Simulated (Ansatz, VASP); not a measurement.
**Cross-check of Fe between VASP and Ansatz**

One calculation is typed for both programs; each brings its own data sets and cutoff. How far apart do they land? The cell comes out of earlier VASP steps on this material, which relaxed, scaled or displaced it; both programs get it as it stands.

Calculated with Ansatz 0.2.0; plane waves, with VASP 6.6.1 beside it; relaxation of cell and atoms at r2SCAN.

## (1) The starting structure

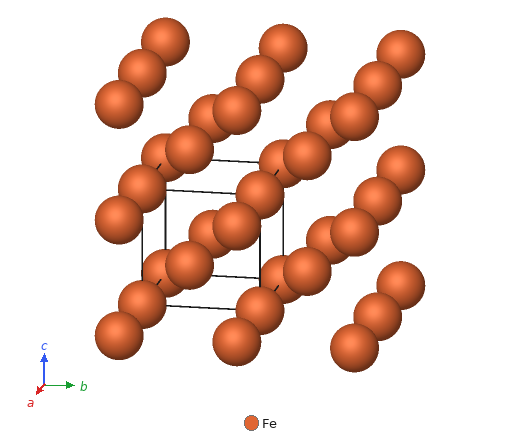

The starting structure, seen slightly off an axis (iron orange). 2×2×2 cells are drawn. This picture shows the conventional cell, with its axes. Some periodic images of atoms are drawn too.

## (2) VASP: relaxation of cell and atoms, r2SCAN

The relaxed volume is the usual yardstick between codes: its relative difference is about their pressure difference at one cell divided by the bulk modulus.

Lines of VASP's logs that name or quote its potential files are left out, and so is its time.

INCAR reads:

```
SYSTEM = Fe
PREC = Accurate
ENCUT = 400
EDIFF = 1E-06
NELM = 100
ISMEAR = 1
SIGMA = 0.2
LREAL = .FALSE.
ALGO = Normal
METAGGA = R2SCAN
LASPH = .TRUE.
NBANDS = 12
ISPIN = 2
MAGMOM = 2.69
LMAXMIX = 4
LORBIT = 11
LWAVE = .FALSE.
LCHARG = .FALSE.
KPAR = 4
IBRION = 2
NSW = 60
ISIF = 3
EDIFFG = -0.01
```

POSCAR reads:

```
Fe
1.0
   -1.4284040398      1.4284040398      1.4284040398
    1.4284040398     -1.4284040398      1.4284040398
    1.4284040398      1.4284040398     -1.4284040398
Fe
1
Direct
    0.0000000000      0.0000000000      0.0000000000
```

KPOINTS reads:

```
Automatic mesh
0
Gamma
11 11 11
0 0 0
```

Potentials, in the order of the species: Fe (PBE family, release 64).

Launch:

```sh
$ mpirun -np 4 vasp_std
```

Numbers of over 12 decimals in the logs are rounded to 6 here.

Output:

```text
[banner, memory and clock lines left out]
running    4 mpi-ranks, on    1 nodes
 distrk:  each k-point on    1 cores,    4 groups
 distr:  one band on    1 cores,    1 groups

 POSCAR found type information on POSCAR Fe
 POSCAR found :  1 types and       1 ions
|                                                                             |
|               ----> ADVICE to this user running VASP <----                  |
|                                                                             |
|     You enforced a specific xc type in the INCAR file but a different       |
|     [... a line on the potential file left out ...]
|     I HOPE YOU KNOW WHAT YOU ARE DOING!                                     |
|                                                                             |

 LDA part: xc-table for (None), standard interpolation
 POSCAR, INCAR and KPOINTS ok, starting setup
 FFT: planning ... GRIDC
 FFT: planning ... GRID_SOFT
 FFT: planning ... GRID
 WAVECAR not read
 entering main loop
       N       E                     dE             d eps       ncg     rms          rms(c)
DAV:   1     0.128579902762E+02    0.12858E+02   -0.34413E+03  2900   0.687E+02
DAV:   2    -0.149867541822E+02   -0.27845E+02   -0.25201E+02  2828   0.123E+02
DAV:   3    -0.157337152788E+02   -0.74696E+00   -0.74442E+00  3076   0.241E+01
DAV:   4    -0.157366840171E+02   -0.29687E-02   -0.29685E-02  3016   0.137E+00
DAV:   5    -0.157367047794E+02   -0.20762E-04   -0.20762E-04  3100   0.120E-01    0.118E+01
DAV:   6    -0.143590083988E+02    0.13777E+01   -0.15068E+01  3196   0.519E+01    0.754E+00
DAV:   7    -0.143387346710E+02    0.20274E-01   -0.14019E+00  3224   0.134E+01    0.467E+00
DAV:   8    -0.143697450199E+02   -0.31010E-01   -0.82716E-02  3356   0.207E+00    0.238E+00
DAV:   9    -0.143575201921E+02    0.12225E-01   -0.77734E-02  3084   0.203E+00    0.706E-01
DAV:  10    -0.143609904164E+02   -0.34702E-02   -0.44001E-02  3004   0.171E+00    0.247E-01
DAV:  11    -0.143629564163E+02   -0.19660E-02   -0.25116E-03  2840   0.476E-01    0.770E-02
DAV:  12    -0.143628999274E+02    0.56489E-04   -0.41985E-05  3244   0.668E-02    0.435E-02
DAV:  13    -0.143629434607E+02   -0.43533E-04   -0.66276E-05  3196   0.636E-02    0.117E-02
DAV:  14    -0.143629329512E+02    0.10509E-04   -0.14388E-06  2132   0.122E-02    0.250E-03
DAV:  15    -0.143629299765E+02    0.29747E-05   -0.18606E-07  1432   0.485E-03    0.804E-04
DAV:  16    -0.143629289966E+02    0.97995E-06   -0.13579E-08  1408   0.111E-03
   1 F= -.14362929E+02 E0= -.14363093E+02  d E =-.143629E+02  mag=     2.6079
 curvature:   0.00 expect dE= 0.000E+00 dE for cont linesearch  0.000E+00
 trial: gam= 0.00000 g(F)=  0.498E-63 g(S)=  0.101E-05 ort = 0.000E+00 (trialstep = 0.100E+01)
 search vector abs. value=  0.101E-05
 reached required accuracy - stopping structural energy minimisation
```

From OUTCAR (step 2):

```text
ion  position               nearest neighbor table
   1  0.000  0.000  0.000-

  LATTYP: Found a body centered cubic cell.
 ALAT       =     2.8568080796

 Subroutine GETGRP returns: Found 48 space group operations
 (whereof 48 operations were pure point group operations)

The static configuration has the point symmetry O_h .

 Found     56 irreducible k-points:

   k-points           NKPTS =     56   k-points in BZ     NKDIM =     56   number of bands    NBANDS=     12

   dimension x,y,z NGX =    16 NGY =   16 NGZ =   16
   dimension x,y,z NGXF=    32 NGYF=   32 NGZF=   32

   ENCUT  =  400.0 eV  29.40 Ry    5.42 a.u.   4.03  4.03  4.03*2*pi/ulx,y,z

   NELECT =       8.0000    total number of electrons

 k-points in reciprocal lattice and weights: Automatic mesh
   0.00000000  0.00000000  0.00000000       0.001
   0.09090909  0.00000000  0.00000000       0.009
   0.18181818  0.00000000  0.00000000       0.009
   0.27272727  0.00000000  0.00000000       0.009
   0.36363636  0.00000000  0.00000000       0.009
   0.45454545  0.00000000  0.00000000       0.009
   0.09090909  0.09090909  0.00000000       0.018
   0.18181818  0.09090909  0.00000000       0.036
   0.27272727  0.09090909  0.00000000       0.036
[...]
-0.45454545 -0.45454545  0.36363636       0.006
  -0.45454545  0.45454545  0.45454545       0.005

 average (electrostatic) potential at core
       1 -48.5098

 E-fermi :   5.5486

 spin component 1
 k-point     1 :       0.0000    0.0000    0.0000
  band No.  band energies     occupation
    ...
      2       2.5188      1.00000
      3       2.5192      1.00000
      4       2.5192      1.00000
      5       3.7332      1.00000
      6       3.7332      1.00000
      7      31.3221      0.00000
      8      31.3223      0.00000
      9      31.3223      0.00000
     10      36.2220      0.00000
     11      36.2220      0.00000
    ...

 k-point     2 :       0.0909    0.0000    0.0000
  band No.  band energies     occupation
    ...
      2       2.4343      1.00000
      3       2.5147      1.00000
      4       2.6947      1.00000
      5       3.6544      1.00000
      6       3.7400      1.00000
      7      29.0419      0.00000
      8      30.7035      0.00000
      9      30.9644      0.00000
     10      34.9621      0.00000
     11      35.3220      0.00000
    ...

 k-point     3 :       0.1818    0.0000    0.0000
  band No.  band energies     occupation
    ...
      2       2.2108      1.00000
      3       2.4739      1.00000
      4       3.1868      1.00000
      5       3.5478      1.00000
      6       3.7633      1.00000
      7      24.8249      0.00000
      8      28.8729      0.00000
      9      30.2933      0.00000
     10      31.8995      0.00000
     11      33.9569      0.00000
    ...

 k-point     4 :       0.2727    0.0000    0.0000
  band No.  band energies     occupation
    ...
      2       1.9278      1.00000
      3       2.6189      1.00000
      4       3.5929      1.00000
      5       3.8053      1.00000
      6       3.8802      1.00000
      7      20.3628      0.00000
      8      26.8814      0.00000
      9      29.2440      0.00000
     10      29.7177      0.00000
     11      33.2426      0.00000
    ...

 k-point     5 :       0.3636    0.0000    0.0000
  band No.  band energies     occupation
    ...
      2       1.6764      1.00000
      3       3.5742      1.00000
      4       3.8559      1.00000
      5       3.9817      1.00000
      6       4.5781      1.00000
      7      16.2234      0.00000
      8      25.3679      0.00000
      9      27.2236      0.00000
     10      29.3382      0.00000
     11      33.0260      0.00000
    ...

 k-point     6 :       0.4545    0.0000    0.0000
  band No.  band energies     occupation
      1       0.1949      1.00000
      2       1.5305      1.00000
      3       3.7618      1.00000
      4       3.8913      1.00000
      5       5.0274      1.00071
      6       5.7543     -0.02785
      7      13.1064      0.00000
      8      24.5635      0.00000
      9      26.1089      0.00000
     10      29.1544      0.00000
    ...

  Total       -0.0026358     -0.0026358     -0.0026358      0.0000000     -0.0000000      0.0000000
  in kB       -0.3622576     -0.3622576     -0.3622576      0.0000000     -0.0000000      0.0000000
  external PRESSURE =      -0.3622576 kB  Pullay stress =       0.0000000 kB

  energy-cutoff  :      400.00
  volume of cell :       11.66
      direct lattice vectors                 reciprocal lattice vectors
    -1.428404040  1.428404040  1.428404040     0.000000000  0.350041015  0.350041015
     1.428404040 -1.428404040  1.428404040     0.350041015  0.000000000  0.350041015
     1.428404040  1.428404040 -1.428404040     0.350041015  0.350041015  0.000000000

 POSITION                                       TOTAL-FORCE (eV/Angst)
 -----------------------------------------------------------------------------------
      0.00000      0.00000      0.00000         0.000000     -0.000000     -0.000000
 -----------------------------------------------------------------------------------
    total drift:                                0.000000      0.000000     -0.000000

  FREE ENERGIE OF THE ION-ELECTRON SYSTEM (eV)
  ---------------------------------------------------
  free  energy   TOTEN  =       -14.3629289966 eV

  energy  without entropy=      -14.3634208957  energy(sigma->0) =      -14.36309296

 reached required accuracy - stopping structural energy minimisation

 total charge
# of ion       s       p       d       tot
------------------------------------------
    1        0.481   0.555   6.182   7.218

 magnetization (x)
# of ion       s       p       d       tot
------------------------------------------
    1       -0.014  -0.122   2.813   2.677

[... 6 further parts left out ...]
```

CONTCAR:

```
Fe
   1.00000000000000
    -1.4284040398000000    1.4284040398000000    1.4284040398000000
     1.4284040398000000   -1.4284040398000000    1.4284040398000000
     1.4284040398000000    1.4284040398000000   -1.4284040398000000
  Fe
     1
Direct
     0.0000000000000000    0.0000000000000000    0.0000000000000000
```

[end of part 1 of 2]

[Lines on the potential files, build, host, timing and source positions are cut from VASP's logs without a mark.]

[Logs are printed without paths, hosts, clocks, repeated set-up lines and the standing remarks that a program may print on its own settings, such as how far it seeks lower states.]

[Hosts, paths, dates, database ids (printed as entryN), source tags and the programs' standing remarks are cut or masked in the printed files.]
